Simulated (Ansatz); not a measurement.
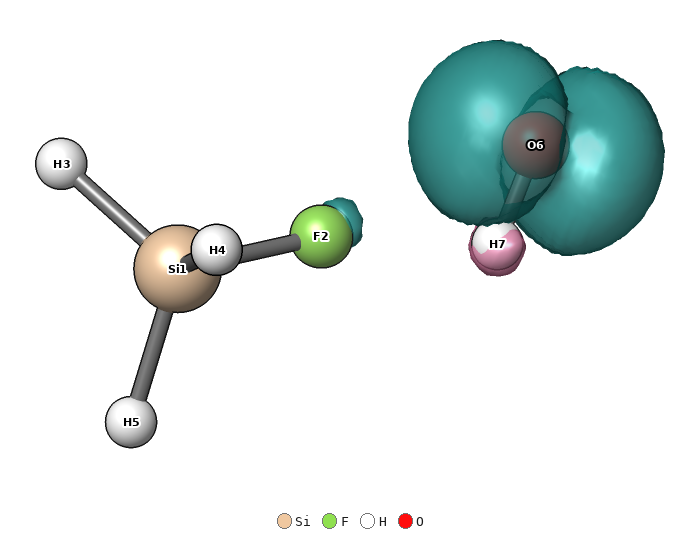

*FH$_{3}$Si···OH (doublet). Isosurfaces of the spin density (α minus β) at +0.03 (teal) and −0.03 e/Å³ (pink), seen at an oblique angle.*

Not at a stationary point (largest force 0.7 eV/Å).

Level of theory: UKS PBE0-D4/def2-SVP in Ansatz 0.2.0.

```yaml
atoms:
  - { symbol: Si, position_ang: [-0.0168, -0.0271, -0.0483] }
  - { symbol: F, position_ang: [-0.0927, -0.1435, 1.5592] }
  - { symbol: H, position_ang: [1.4152, 0.0010, -0.4508] }
  - { symbol: H, position_ang: [-0.7072, 1.2243, -0.4614] }
  - { symbol: H, position_ang: [-0.7021, -1.2178, -0.6242] }
  - { symbol: O, position_ang: [0.0241, 0.0307, 3.9912] }
  - { symbol: H, position_ang: [-0.4336, -0.6686, 3.4929] }
```

**Where is the unpaired spin?**

The unpaired spin (1 electron) lies mostly on O6 (about 1.0), in electrons by Hirshfeld's partition.
